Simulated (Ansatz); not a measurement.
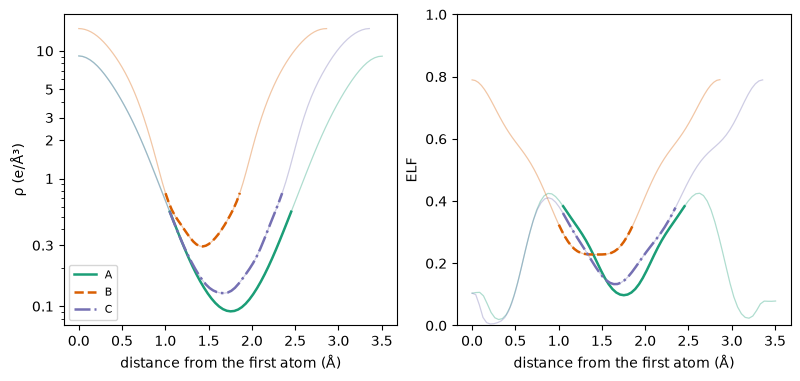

The picture shows: TlAu₂. Valence electron density and electron localisation function along straight lines between neighbouring atoms. Thin, pale parts lie inside the atomic spheres.

Space group Fd-3m; started from the cubic Laves (C15)_227 prototype, which need not be the ambient phase.

Level of theory: Ansatz, DFT PBE, scalar-relativistic, plane waves, PAW.

Core electrons are frozen (PAW), and the valence fields are smoothed inside the atomic spheres.

### Which curve belongs to which contact (Au–Au, Tl–Au and Tl–Tl)? The first atom named is at distance zero.

Curve A: Tl–Tl (3.51 Å): ρ at the midpoint is about 0.09 e/Å³; the ELF is about 0.10 at the midpoint; no shared electron pair shows on this line. Curve B: Au–Au (2.86 Å): the density is about 0.29 e/Å³ at the midpoint; the ELF is about 0.25 at the midpoint: no localised pair shows between them. Curve C: Tl–Au (3.36 Å): the density is about 0.13 e/Å³ at the midpoint; the ELF is about 0.15 at the midpoint; no shared electron pair shows on this line.
